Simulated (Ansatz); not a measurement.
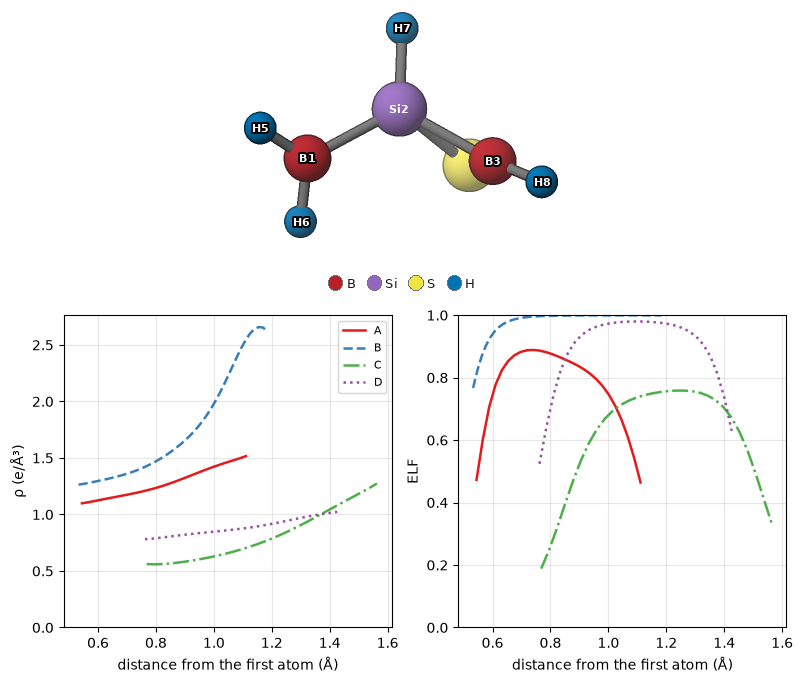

*B2H4SSi. Electron density and ELF along straight lines between neighbouring atoms. The curves leave out the atomic cores. The structure is drawn too.*

Geometry: PBE0-D4/def2-TZVP.

The calculation used RKS PBE0-D4/def2-TZVPP in Ansatz.

Input

```
crystal:
  periodic: [false, false, false]
  atoms:
    - {symbol: B, position_ang: [-0.375039, 1.628410, -0.064837]}
    - {symbol: Si, position_ang: [0.662782, -0.039997, -0.141991]}
    - {symbol: B, position_ang: [-0.169225, -1.722430, 0.451071]}
    - {symbol: S, position_ang: [-0.238763, -1.678329, -1.289611]}
    - {symbol: H, position_ang: [0.101508, 2.644203, 0.346485]}
    - {symbol: H, position_ang: [-1.531371, 1.605825, -0.361563]}
    - {symbol: H, position_ang: [2.139092, -0.013400, -0.293913]}
    - {symbol: H, position_ang: [-0.496785, -2.481384, 1.298459]}
basis:
  gaussian: {orbitals: def2-TZVPP}
hamiltonian: {xc: pbe0, dispersion: d4}
output: {orbitals: {seedname: orbitals}}
```

Command:

```sh
ansatz run in.yaml --threads 2 --pin off --events-out ev --progress --plain --max-ram 4352MiB
```

### Which curve belongs to which contact (B–H, B–S, Si–B and Si–S)? The first atom named is at distance zero.

Curve A: B–S (1.74 Å): ρ at the midpoint is about 1.3 e/Å³; the ELF peaks at about 0.90 between the atoms: localised, covalent bonding. Curve B: B–H (1.18 Å): ρ at the midpoint is about 1.3 e/Å³; the ELF climbs to about 1 towards the hydrogen, as it does in any bond to H (an ordinary covalent bond to hydrogen). Curve C: Si–S (2.19 Å): ρ is about 0.69 e/Å³ halfway, with its minimum of 0.56 e/Å³ about 0.8 Å from Si; the ELF peaks at about 0.75 between the atoms: localised, covalent bonding. Curve D: Si–B (1.97 Å): ρ is about 0.84 e/Å³ halfway; the ELF peaks at about 1 between the atoms, as expected for localised, covalent bonding.
